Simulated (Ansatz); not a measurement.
The starting structures come from a database of crystals and need not be the phases stable at ambient conditions.

 Where the default PAW files enter, the runs use the earlier of Ansatz's two default sets.

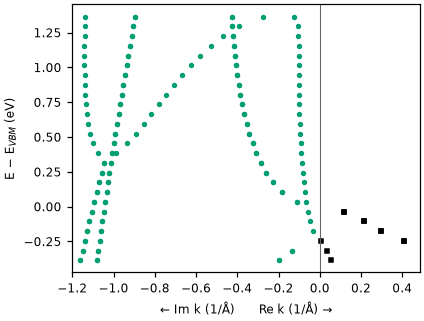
Figure. Complex bands at the centre of the two-dimensional zone; r2SCAN (Ansatz, a first-principles code)

The gap is the functional's own. No spin-orbit coupling. Mid-gap values are interpolated on the energy grid.

Q: This is GaP (R-3m, not sure to be the ambient phase, 4 atoms a cell, 21.0 Å³ an atom, -2 GPa at this level) along the normal of (001). Read off the slowest decay at the centre of the two-dimensional zone at 0.53 eV, the computed energy nearest the middle of the gap.

A: κ ≈ 0.09 1/Å, a decay length 1/(2κ) of the density of 5.3 Å.
